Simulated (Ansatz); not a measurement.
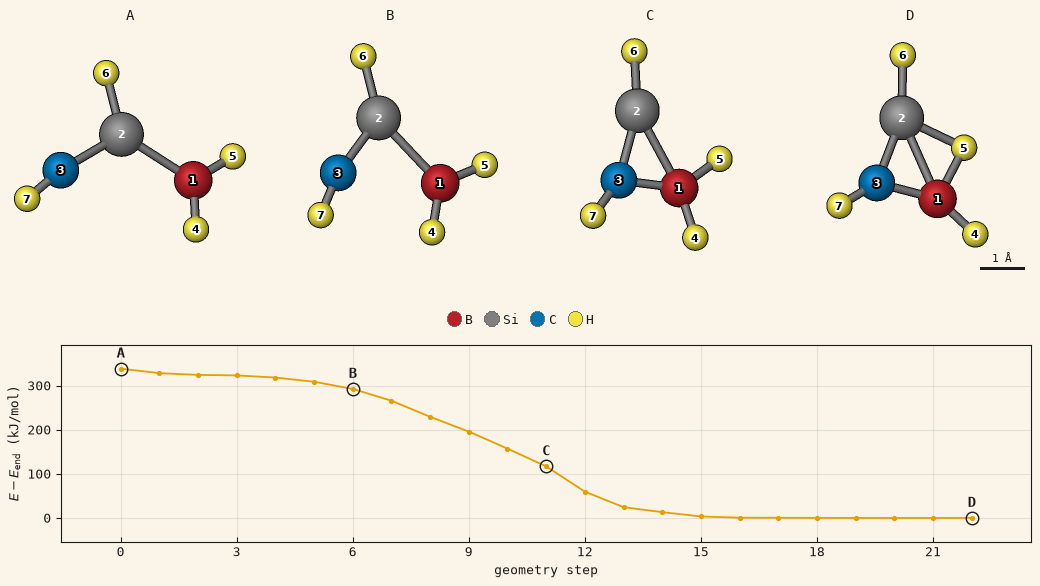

Frames of a relaxation of CH4BSi (charge +1), marked on the history of the run. A ball-and-stick model, seen at a tilt.

Level of theory: Ansatz 0.2.0, RKS PBE0-D4/def2-TZVP. (force threshold 0.005 eV/Å; at most 200 steps)

Q: Describe the path.

A: Over 22 geometry steps the energy falls by 338.4 kJ/mol. Largest force component: 1.7 eV/Å at the start, 0.00064 eV/Å at the end. The atom that moves furthest after the best rigid fit is H5 (1.19 Å). Largest moves by element: H 1.19 Å, B 1.00 Å, C 0.89 Å, Si 0.39 Å. Some distances before and after: B1–C3 3.171 → 1.472 Å, Si2–H5 2.697 → 1.598 Å, B1–H5 1.169 → 1.409 Å, B1–Si2 1.956 → 2.027 Å. New bonds form: B1–C3 (3.17 → 1.47 Å). Among the angles between lasting bonds that change: B1–Si2–C3 117.8° → 45.5°, Si2–B1–H5 117.1° → 51.7°, C3–Si2–H6 108.9° → 160.4°. The run took 34 s on 2 threads of Arm Neoverse V2, on a shared host. From step 0 to 6: H7 moves most (0.86 Å), energy −46.0 kJ/mol. From step 6 to 11: H5 moves most (0.60 Å), energy −175.5 kJ/mol. From step 11 to 22: H4 moves most (0.52 Å), energy −116.9 kJ/mol.
